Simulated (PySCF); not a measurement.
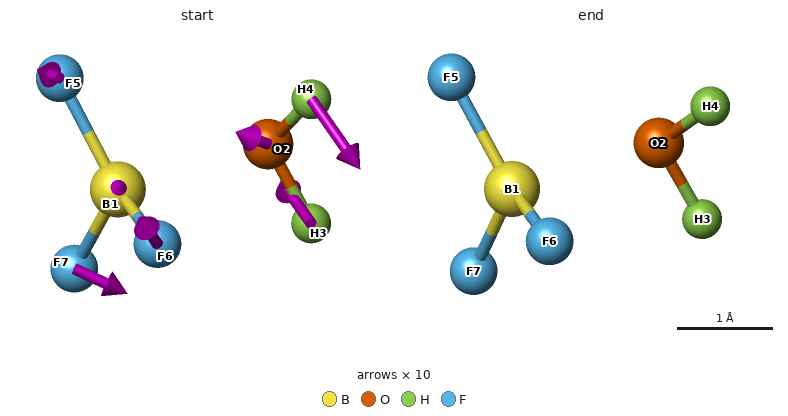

The structure of BH$_{2}$OF$_{3}$ before (left) and after (right) a relaxation, at one scale. The purple arrows give the displacements, 10 times their true length.

A ball-and-stick model, seen at a tilt.

The start comes from GFN2-xTB.

Computed with PBE0-D3(BJ)/def2-SVP geometry optimisation, gas phase (PySCF 2.14.0, density-fitted response routines). 

> Describe what moved and what it gained.

The largest move after the best rigid fit is that of H3, 0.096 Å. Largest moves by element: H 0.096 Å, F 0.063 Å, O 0.048 Å, B 0.015 Å. Near-neighbour distances that change, for instance: B1–O2 1.792 → 1.755 Å, B1–F7 1.330 → 1.346 Å, B1–F5 1.327 → 1.340 Å, B1–F6 1.343 → 1.353 Å. Bond angles that change, for instance: H3–O2–H4 109.9° → 106.6°. The energy falls by 3.10 kJ/mol in 11 geometry steps. Largest force component: 0.62 eV/Å at the start, 0.013 eV/Å at the end. The run took roughly 19 core-seconds on a shared host.
